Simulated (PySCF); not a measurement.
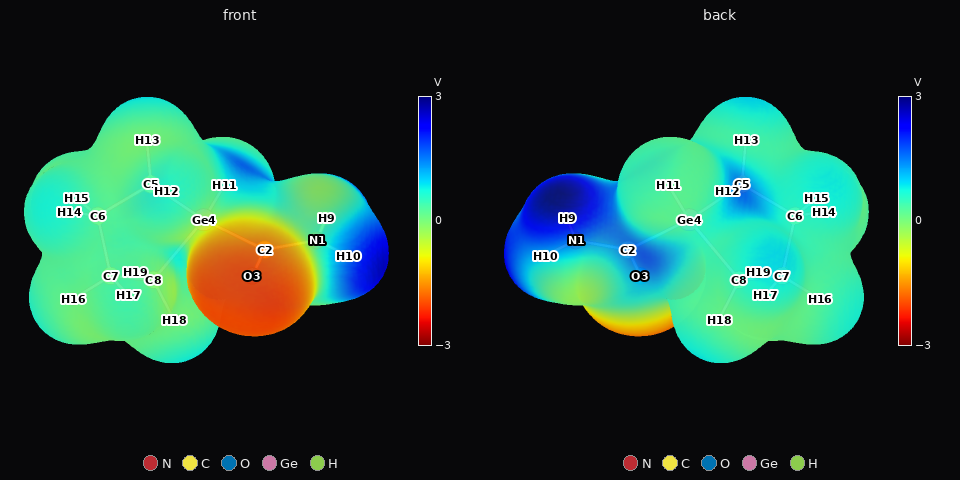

*C5H11GeNO (SMILES N[C](=O)[GeH]1[CH2]CC[CH2]1). The molecular electrostatic potential painted on the density surface at 0.004 e/bohr³, seen from the front and from behind; the colour scale runs from red (negative) to blue (positive).*

Geometry: PBE0-D3(BJ)/def2-SVP.

Method: PySCF 2.14.0, B3LYP/def2-SVPD, SCF density, gas phase.

| atom | x (Å) | y (Å) | z (Å) |
| --- | --- | --- | --- |
| N | 3.3452 | -0.1739 | 0.0333 |
| C | 2.0745 | 0.0541 | 0.4448 |
| O | 1.7939 | 0.4050 | 1.5755 |
| Ge | 0.5713 | -0.2056 | -0.8417 |
| C | -0.6107 | 1.3616 | -0.7161 |
| C | -1.9605 | 0.7560 | -0.3072 |
| C | -1.7298 | -0.4401 | 0.6223 |
| C | -0.7462 | -1.4193 | -0.0311 |
| H | 3.5553 | -0.4489 | -0.9153 |
| H | 4.1076 | -0.0379 | 0.6897 |
| H | 1.0621 | -0.5942 | -2.2583 |
| H | -0.2073 | 1.9979 | 0.0879 |
| H | -0.6648 | 1.9632 | -1.6341 |
| H | -2.6096 | 1.5063 | 0.1739 |
| H | -2.4988 | 0.4111 | -1.2083 |
| H | -2.6834 | -0.9316 | 0.8776 |
| H | -1.2932 | -0.0765 | 1.5684 |
| H | -0.2976 | -2.1173 | 0.6898 |
| H | -1.2348 | -2.0143 | -0.8198 |

> Describe the electrostatic potential map.

The most negative region (about −2.1 V) lies over O3, the most positive (about +2.9 V) over H9. O3 is the likeliest acceptor of a hydrogen bond.

> What dipole moment does the calculation give?

Its dipole moment is 2.94 D.
